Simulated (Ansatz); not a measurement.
```yaml
atoms:
  - { symbol: O, position_ang: [0.5711, 1.4106, -0.6272] }
  - { symbol: C, position_ang: [0.5161, 0.0844, 0.2101] }
  - { symbol: F, position_ang: [1.3390, 0.3798, 1.2466] }
  - { symbol: Al, position_ang: [-0.5435, -1.2876, -0.4358] }
  - { symbol: H, position_ang: [0.2725, 2.1564, -0.0720] }
  - { symbol: H, position_ang: [1.4958, 1.5943, -0.8819] }
  - { symbol: H, position_ang: [-0.6174, -2.6442, 0.3944] }
  - { symbol: H, position_ang: [-1.2981, -0.9578, -1.8028] }
```

The calculation used RKS PBE0-D4/6-31G* (Ansatz 0.2.0).

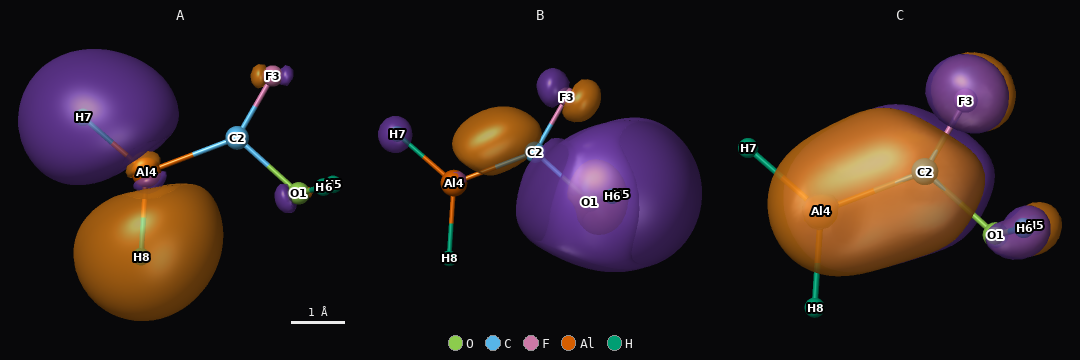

CH$_{4}$AlFO. Three frontier orbitals at ±0.08 Å⁻³ᐟ² (orange and purple are the two phases), in no order.

Which picture is the HOMO−1, the HOMO and the LUMO?

Answer. A is the HOMO−1 (−7.66 eV). By Hirshfeld shares it lies mainly on Al4 (about 35 %), H7 (about 30 %) and H8 (about 30 %). C is the HOMO (−4.68 eV). It lies mainly on C2 (about 55 %), Al4 (about 25 %) and F3 (about 15 %). B is the LUMO (−0.28 eV). By Hirshfeld shares it lies mainly on H6 (about 30 %), H5 (about 30 %), O1 (about 25 %) and C2 (about 10 %).

What is the HOMO–LUMO gap?

Answer. 4.40 eV between the orbital energies.
